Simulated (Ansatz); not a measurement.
**Nudged elastic band of C₂H₇AlFN**

System: C₂H₇AlFN, SMILES C[CH2][Al]([NH2])[F].
Method: SPW92/STO-3G, RKS (Ansatz 0.2.0).

The starting geometry was optimised with SPW92/STO-3G. Figures and captions count atoms from 1; the log counts them from 0 in places.

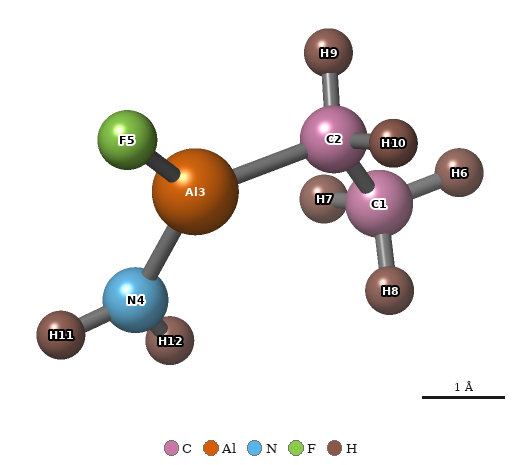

The structure as given in the input (ball-and-stick view, seen at a tilt; atoms are numbered from 1 in the order of the input). Sticks mark near contacts. Bond lengths as drawn: Al–C 1.91 Å, Al–F 1.63 Å, Al–N 1.73 Å, C–C 1.54 Å, C–H 1.10 Å and H–N 1.04 Å.

### Summary

- outcome: converged
- barrier, forward: 0.123 eV
- barrier, backward: 0.123 eV
- dipole moment (one image of the band): 0.90 D
- hardware: 1 thread of Intel Xeon @ 2.50GHz (Skylake/Cascade Lake), 12 GiB of memory available, shared host
- wall time: 3.3 min
- peak memory: 0.12 GiB

### The input
```yaml
crystal:
  periodic: [false, false, false]
  atoms:
    - {symbol: C, position_ang: [-0.602683, 0.656249, 1.262160]}
    - {symbol: C, position_ang: [0.556697, 0.988300, 0.301191]}
    - {symbol: Al, position_ang: [0.756122, -0.308115, -1.087571]}
    - {symbol: "N", position_ang: [-0.307796, -1.664551, -1.153981]}
    - {symbol: F, position_ang: [1.893366, -0.224720, -2.251541]}
    - {symbol: H, position_ang: [-0.707191, 1.412535, 2.059593]}
    - {symbol: H, position_ang: [-0.449669, -0.319166, 1.753496]}
    - {symbol: H, position_ang: [-1.565984, 0.608561, 0.727338]}
    - {symbol: H, position_ang: [1.486926, 1.071615, 0.887638]}
    - {symbol: H, position_ang: [0.382605, 1.989327, -0.127551]}
    - {symbol: H, position_ang: [-0.290453, -2.425348, -1.860304]}
    - {symbol: H, position_ang: [-1.074839, -1.839686, -0.476469]}
basis:
  gaussian:
    orbitals: STO-3G
hamiltonian:
  xc: {name: SPW92}
neb:
  images: 7
  max_iterations: 60
  spring: 10
  final_atoms:
    - {symbol: C, position_ang: [-0.644995, 0.686244, 1.224883]}
    - {symbol: C, position_ang: [0.470916, 1.050960, 0.224909]}
    - {symbol: Al, position_ang: [0.783954, -0.325266, -1.062492]}
    - {symbol: "N", position_ang: [-0.185908, -1.752268, -1.045462]}
    - {symbol: F, position_ang: [1.935396, -0.246548, -2.213032]}
    - {symbol: H, position_ang: [-1.601653, 0.500167, 0.708395]}
    - {symbol: H, position_ang: [-0.819853, 1.491435, 1.959793]}
    - {symbol: H, position_ang: [-0.393196, -0.225966, 1.791413]}
    - {symbol: H, position_ang: [1.392737, 1.269241, 0.789745]}
    - {symbol: H, position_ang: [0.197698, 1.993956, -0.277911]}
    - {symbol: H, position_ang: [-0.104885, -2.558128, -1.695258]}
    - {symbol: H, position_ang: [-0.951143, -1.931222, -0.366657]}
```

Launched with:
```bash
ansatz run run.yaml --threads 1 --pin off --max-ram 2610MiB --events-out events.jsonl --progress --plain --runs-dir runs
```

### Output
```
Functional definition: SPW92
  name "SPW92"
  exchange = slater_x
  correlation = pw_c
517 factors; integrals over basis functions are off by at most 1.6e-5 eV
mean field evaluation 1: about -12745.8605 eV, gradient 3.3e1 eV
mean field evaluation 2: about -12737.1502 eV, gradient 6.4e1 eV
mean field evaluation 4: about -12749.1736 eV, gradient 3.7e0 eV
mean field evaluation 8: about -12749.1105 eV, gradient 7.3e-2 eV
mean field -12749.11056761 eV, -468.5211717022 hartree, gradient 1.1e-5 eV, S^2 0.000000; 0 other end points of the search recorded, 0 dependent functions left out
the calculation of the forces begins
reference -12749.11059163 eV, -468.5211725849 hartree; 24, 24 occupied and 12, 12 virtual orbitals, 517 factors
519 factors; integrals over basis functions are off by at most 3.3e-5 eV
mean field evaluation 16: about -12745.8597 eV, gradient 3.3e1 eV
mean field -12749.11051674 eV, -468.5211698329 hartree, gradient 1.1e-5 eV, S^2 0.000000; 0 other end points of the search recorded, 0 dependent functions left out
[... from here on the field's lines of each further geometry are left out, up to the last ...]
NEB iter   1: max|band force component| = 7.269e1 eV/Å  barrier→ = 27.6066 eV  barrier← = 27.6065 eV  Δτ_max = 0.1974 Å  (203 SCF iters)
NEB iter   2: max|band force component| = 1.924e1 eV/Å  barrier→ = 7.4039 eV  barrier← = 7.4039 eV  Δτ_max = 0.1649 Å  (176 SCF iters)
NEB iter   3: max|band force component| = 9.070e0 eV/Å  barrier→ = 3.2060 eV  barrier← = 3.2060 eV  Δτ_max = 0.1772 Å  (175 SCF iters)
NEB iter   4: max|band force component| = 3.581e0 eV/Å  barrier→ = 0.7195 eV  barrier← = 0.7194 eV  Δτ_max = 0.1221 Å  (173 SCF iters)
NEB iter   5: max|band force component| = 1.139e0 eV/Å  barrier→ = 0.1711 eV  barrier← = 0.1710 eV  Δτ_max = 0.0626 Å  (174 SCF iters)
NEB iter   6: max|band force component| = 5.192e-1 eV/Å  barrier→ = 0.1245 eV  barrier← = 0.1245 eV  Δτ_max = 0.0668 Å  (174 SCF iters)
NEB iter   7: max|band force component| = 9.846e-2 eV/Å  barrier→ = 0.1236 eV  barrier← = 0.1235 eV  CI = image 4  Δτ_max = 0.0292 Å  (173 SCF iters)
NEB iter   8: max|band force component| = 5.424e-2 eV/Å  barrier→ = 0.1227 eV  barrier← = 0.1226 eV  CI = image 4  Δτ_max = 0.0047 Å  (171 SCF iters)
the calculation of the forces begins
reference -12749.10960255 eV, -468.5211362368 hartree; 24, 24 occupied and 12, 12 virtual orbitals, 519 factors
these checks for a lower state are left out or cut short: stability, starts, cluster_reference, orbital_swaps, neighbouring_geometries, increment
519 factors; integrals over basis functions are off by at most 3.4e-5 eV
mean field -12749.11036868 eV, -468.5211643915 hartree, gradient 1.6e-6 eV, S^2 0.000000; 0 other end points of the search recorded, 0 dependent functions left out
the calculation of the forces begins
reference -12749.11039252 eV, -468.5211652679 hartree; 24, 24 occupied and 12, 12 virtual orbitals, 519 factors
NEB iter   9: max|band force component| = 2.352e-2 eV/Å  barrier→ = 0.1226 eV  barrier← = 0.1226 eV  CI = image 4  CI's point: of a kind that is not told: the force calls were inconclusive, a negative curvature could not be distinguished from the path's own, the only one lies far off the path, or fixed occupations may fill a level only in part  Δτ_max = 0.0000 Å  (877 SCF iters)
```

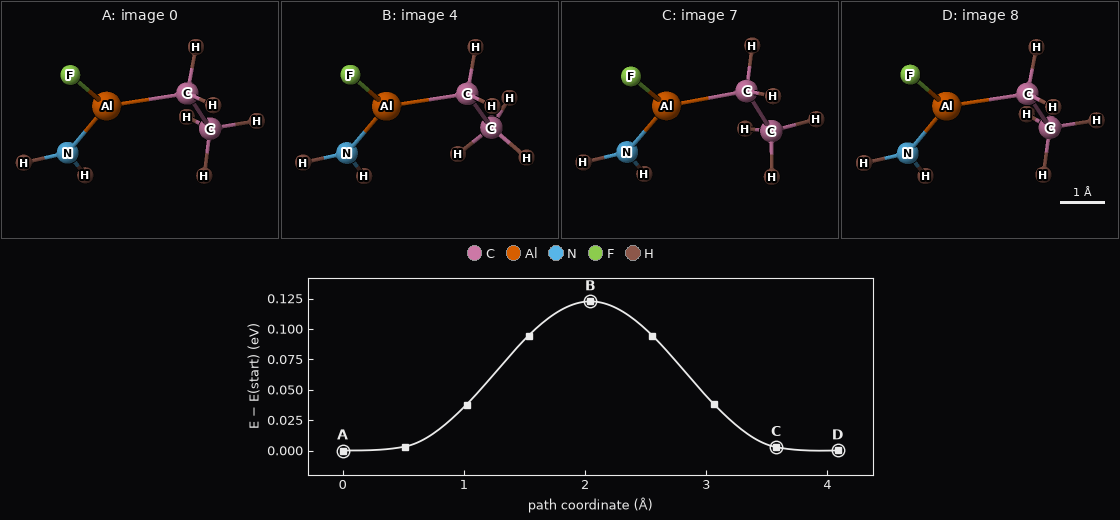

Images of the last band (counted from 0; ball-and-stick, seen at a tilt) above the energy along the path; the line is a cubic interpolation that uses the forces. The highest image is number 4, 0.123 eV above the start and 0.123 eV above the end (the climbing image); start and end have the same energy. The path is 4.09 Å long. The band converged in 9 iterations.

```
Total energy: -12748.98796546 eV, -468.5166661561 hartree
Atom 0 at    -0.441804     0.484058     1.429704 Å, force    -0.002848    -0.006203    -0.006197 eV/Å
Atom 1 at     0.721161     0.796215     0.447681 Å, force     0.001504     0.000470    -0.000131 eV/Å
Atom 2 at     0.659247    -0.212223    -1.172752 Å, force    -0.000653    -0.005046    -0.010103 eV/Å
Atom 3 at    -0.629876    -1.321979    -1.462928 Å, force    -0.007707     0.005002     0.017972 eV/Å
Atom 4 at     1.781440    -0.094993    -2.348530 Å, force     0.001265     0.001539     0.001923 eV/Å
Atom 5 at    -1.041464     1.383617     1.641547 Å, force    -0.001435     0.002614     0.001034 eV/Å
Atom 6 at    -0.063553     0.111247     2.394906 Å, force     0.000937    -0.000597     0.003141 eV/Å
Atom 7 at    -1.137944    -0.280062     1.043049 Å, force     0.003886     0.004074     0.001928 eV/Å
Atom 8 at     1.680524     0.617691     0.959384 Å, force    -0.000640     0.000405    -0.000262 eV/Å
Atom 9 at     0.714323     1.873189     0.214769 Å, force     0.000229    -0.000715    -0.000197 eV/Å
Atom 10 at    -0.751305    -1.912962    -2.307787 Å, force     0.006827     0.002577    -0.003803 eV/Å
Atom 11 at    -1.413651    -1.498798    -0.805044 Å, force    -0.001366    -0.004119    -0.005306 eV/Å
Dipole moment:    -0.143985    -0.116558    -0.022596 e Å
this run last wrote the band of iteration 9 to runs//neb_band.json
```

### The last band as extended XYZ (Å, eV, eV/Å)
```
12
Properties=species:S:1:pos:R:3:forces:R:3 image=0 energy=-12749.11057
C    -0.6027    0.6562    1.2622    0.0000  -0.0026  -0.0018
C     0.5567    0.9883    0.3012   -0.0012   0.0019   0.0027
Al    0.7561   -0.3081   -1.0876   -0.0017  -0.0044  -0.0024
N    -0.3078   -1.6646   -1.1540    0.0004   0.0013   0.0008
F     1.8934   -0.2247   -2.2515   -0.0002   0.0023   0.0025
H    -0.7072    1.4125    2.0596    0.0014   0.0015  -0.0002
H    -0.4497   -0.3192    1.7535   -0.0002  -0.0005  -0.0001
H    -1.5660    0.6086    0.7273   -0.0002  -0.0004  -0.0003
H     1.4869    1.0716    0.8876    0.0010   0.0004  -0.0001
H     0.3826    1.9893   -0.1276    0.0007   0.0007  -0.0008
H    -0.2905   -2.4253   -1.8603   -0.0005  -0.0010  -0.0004
H    -1.0748   -1.8397   -0.4765    0.0006   0.0008   0.0001
12
Properties=species:S:1:pos:R:3:forces:R:3 image=1 energy=-12749.10739
C    -0.5370    0.6046    1.3272    0.0008   0.0006  -0.0020
C     0.5603    0.9780    0.3100   -0.0013   0.0024  -0.0028
Al    0.7648   -0.3240   -1.0731   -0.0005   0.0024   0.0021
N    -0.4099   -1.5735   -1.2608    0.0053  -0.0025  -0.0032
F     1.9973   -0.3263   -2.1390    0.0005  -0.0020   0.0025
H    -0.7071    1.4092    2.0636    0.0095  -0.0041   0.0099
H    -0.2675   -0.3040    1.8907   -0.0050  -0.0107  -0.0095
H    -1.5008    0.4091    0.8277   -0.0049   0.0129  -0.0006
H     1.5086    1.1276    0.8522   -0.0021   0.0034  -0.0019
H     0.3102    1.9577   -0.1311   -0.0038   0.0000  -0.0011
H    -0.4031   -2.3172   -1.9854    0.0007  -0.0039   0.0046
H    -1.2389   -1.6963   -0.6480    0.0008   0.0015   0.0019
12
Properties=species:S:1:pos:R:3:forces:R:3 image=2 energy=-12749.07278
C    -0.5041    0.5695    1.3660   -0.0051  -0.0065   0.0155
C     0.6131    0.9230    0.3590   -0.0034   0.0072  -0.0028
Al    0.7468   -0.3134   -1.0907    0.0053  -0.0058  -0.0054
N    -0.4852   -1.4962   -1.3365    0.0010  -0.0013   0.0081
F     1.9441   -0.2838   -2.1956    0.0102  -0.0100   0.0126
H    -0.8346    1.4528    1.9392    0.0388  -0.0163   0.0388
H    -0.1570   -0.1819    2.0943   -0.0137  -0.0301  -0.0461
H    -1.3969    0.1542    0.8680   -0.0143   0.0482  -0.0079
H     1.5670    1.0094    0.9044   -0.0067   0.0237  -0.0070
H     0.4142    1.9279   -0.0500   -0.0209  -0.0003  -0.0127
H    -0.5294   -2.1819   -2.1149    0.0085  -0.0076   0.0070
H    -1.3010   -1.6345   -0.7092    0.0004  -0.0012  -0.0001
12
Properties=species:S:1:pos:R:3:forces:R:3 image=3 energy=-12749.01608
C    -0.4756    0.5304    1.3991   -0.0140   0.0002   0.0027
C     0.6686    0.8613    0.4062    0.0004   0.0052  -0.0052
Al    0.7089   -0.2730   -1.1297    0.0101  -0.0206  -0.0077
N    -0.5558   -1.4147   -1.4028   -0.0073   0.0032   0.0219
F     1.8653   -0.1998   -2.2756    0.0081  -0.0051   0.0138
H    -0.9502    1.4438    1.7938    0.0321   0.0059   0.0410
H    -0.0989   -0.0389    2.2635    0.0065  -0.0502  -0.0235
H    -1.2770   -0.0738    0.9406   -0.0209   0.0402  -0.0198
H     1.6293    0.8286    0.9449   -0.0061   0.0255  -0.0050
H     0.5587    1.9055    0.0705   -0.0210   0.0029  -0.0146
H    -0.6419   -2.0514   -2.2183    0.0114  -0.0022   0.0000
H    -1.3543   -1.5731   -0.7580    0.0006  -0.0051  -0.0037
12
Properties=species:S:1:pos:R:3:forces:R:3 image=4 energy=-12748.98794
C    -0.4418    0.4841    1.4297   -0.0028  -0.0062  -0.0062
C     0.7212    0.7962    0.4477    0.0015   0.0005  -0.0001
Al    0.6592   -0.2122   -1.1728   -0.0007  -0.0050  -0.0101
N    -0.6299   -1.3220   -1.4629   -0.0077   0.0050   0.0180
F     1.7814   -0.0950   -2.3485    0.0013   0.0015   0.0019
H    -1.0415    1.3836    1.6415   -0.0014   0.0026   0.0010
H    -0.0636    0.1112    2.3949    0.0009  -0.0006   0.0031
H    -1.1379   -0.2801    1.0430    0.0039   0.0041   0.0019
H     1.6805    0.6177    0.9594   -0.0006   0.0004  -0.0003
H     0.7143    1.8732    0.2148    0.0002  -0.0007  -0.0002
H    -0.7513   -1.9130   -2.3078    0.0068   0.0026  -0.0038
H    -1.4137   -1.4988   -0.8050   -0.0014  -0.0041  -0.0053
12
Properties=species:S:1:pos:R:3:forces:R:3 image=5 energy=-12749.01600
C    -0.4059    0.4341    1.4529   -0.0102  -0.0091   0.0094
C     0.7703    0.7275    0.4858    0.0035   0.0019  -0.0006
Al    0.6112   -0.1414   -1.2073    0.0003  -0.0088  -0.0175
N    -0.7005   -1.2199   -1.5143   -0.0123   0.0096   0.0211
F     1.7020    0.0169   -2.4076   -0.0092   0.0186  -0.0002
H    -1.1157    1.2758    1.4816   -0.0253  -0.0086  -0.0488
H    -0.0545    0.2704    2.4850   -0.0019   0.0502   0.0122
H    -0.9815   -0.4624    1.1652    0.0350  -0.0284   0.0215
H     1.7117    0.4066    0.9612    0.0003  -0.0275  -0.0026
H     0.8651    1.8180    0.3599    0.0202  -0.0065   0.0191
H    -0.8559   -1.7648   -2.3842    0.0025   0.0100  -0.0072
H    -1.4693   -1.4158   -0.8443   -0.0029  -0.0015  -0.0062
12
Properties=species:S:1:pos:R:3:forces:R:3 image=6 energy=-12749.07264
C    -0.3730    0.3886    1.4673   -0.0226   0.0024   0.0101
C     0.8187    0.6521    0.5198    0.0069  -0.0040   0.0059
Al    0.5789   -0.0878   -1.2247   -0.0010   0.0016  -0.0062
N    -0.7652   -1.1190   -1.5520   -0.0039   0.0060   0.0025
F     1.6309    0.1317   -2.4496   -0.0096   0.0163  -0.0045
H    -1.1740    1.1300    1.3116   -0.0066  -0.0364  -0.0444
H    -0.0751    0.4471    2.5283   -0.0128   0.0548  -0.0042
H    -0.8167   -0.6094    1.3102    0.0375  -0.0176   0.0307
H     1.7281    0.2171    0.9673   -0.0014  -0.0246   0.0005
H     1.0017    1.7381    0.4752    0.0205  -0.0097   0.0132
H    -0.9610   -1.6032   -2.4493   -0.0060   0.0108  -0.0037
H    -1.5163   -1.3404   -0.8702   -0.0009   0.0003   0.0001
12
Properties=species:S:1:pos:R:3:forces:R:3 image=7 energy=-12749.10775
C    -0.3435    0.3397    1.4773   -0.0011  -0.0008  -0.0004
C     0.8642    0.5755    0.5478    0.0052  -0.0041   0.0008
Al    0.5685   -0.0607   -1.2291   -0.0003   0.0022   0.0024
N    -0.8267   -1.0118   -1.5831    0.0028   0.0024  -0.0068
F     1.5846    0.2200   -2.4717   -0.0025   0.0022   0.0002
H    -1.2179    0.9282    1.1538   -0.0060  -0.0089  -0.0111
H    -0.1228    0.6260    2.5204   -0.0035   0.0142  -0.0006
H    -0.6451   -0.7212    1.4861    0.0085  -0.0051   0.0097
H     1.7451    0.0748    0.9839   -0.0010  -0.0036   0.0010
H     1.1030    1.6519    0.5453    0.0029  -0.0030   0.0016
H    -1.0727   -1.4184   -2.5063   -0.0058   0.0032   0.0006
H    -1.5596   -1.2590   -0.8906    0.0009   0.0012   0.0025
12
Properties=species:S:1:pos:R:3:forces:R:3 image=8 energy=-12749.11052
C    -0.3049    0.2574    1.4954   -0.0001  -0.0044  -0.0027
C     0.8693    0.5752    0.5477    0.0007   0.0070   0.0060
Al    0.5857   -0.0849   -1.2224   -0.0042  -0.0025  -0.0064
N    -0.8944   -0.8808   -1.6140    0.0048   0.0022   0.0015
F     1.6732    0.0548   -2.4280   -0.0069  -0.0010   0.0071
H    -1.2467    0.7002    1.1301    0.0046  -0.0010   0.0017
H    -0.1313    0.6486    2.5132    0.0004  -0.0012  -0.0030
H    -0.4648   -0.8303    1.5849   -0.0016   0.0045   0.0006
H     1.7927    0.1502    0.9757   -0.0046   0.0015  -0.0023
H     1.0222    1.6675    0.5316    0.0007  -0.0068  -0.0015
H    -1.1542   -1.2749   -2.5389   -0.0008   0.0002   0.0041
H    -1.6697   -1.0380   -0.9413    0.0070   0.0014  -0.0051
```

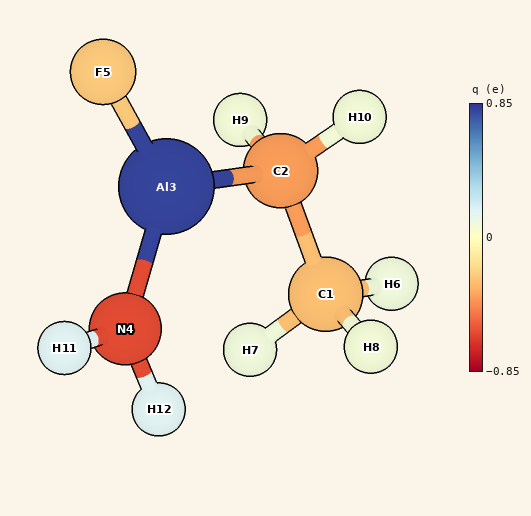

Mulliken charges, as the colour of each atom (ball-and-stick view, seen at a tilt; atoms are numbered from 1 in the order of the input). By element: C −0.38 to −0.28, Al +0.81, N −0.60, F −0.24 and H +0.07 to +0.16 e.
